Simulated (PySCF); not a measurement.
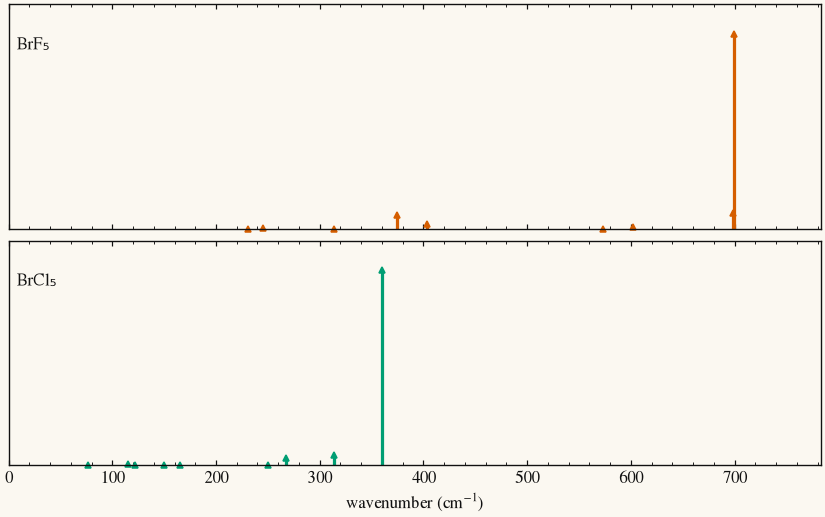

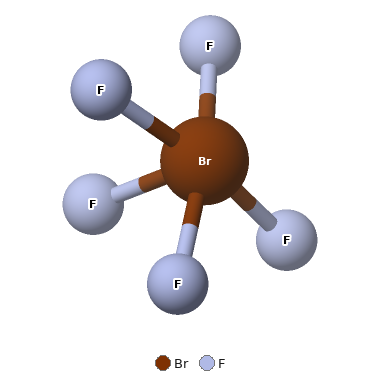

Harmonic infrared lines of BrF₅ and BrCl₅, all C4v singlets, each the lowest point that its search found (BrF₅ is drawn); the ligand atom changes down one group of the periodic table. PBE0/def2-SVP, PySCF, unscaled, no spin-orbit coupling; each panel is scaled to its strongest line, degenerate modes are one line with their intensities summed, and dots on the axis are modes too weak to show or inactive.

Question: How do the bond length and the stretches change along the series?

Answer: Mean bond length: BrF₅ 1.768, BrCl₅ 2.325 Å, rising down the group. Highest e mode: BrF₅ 700, BrCl₅ 360 cm⁻¹, falling down the group.

Caveats, for all or some of the runs: double-zeta basis on some or all atoms; no scalar relativity.
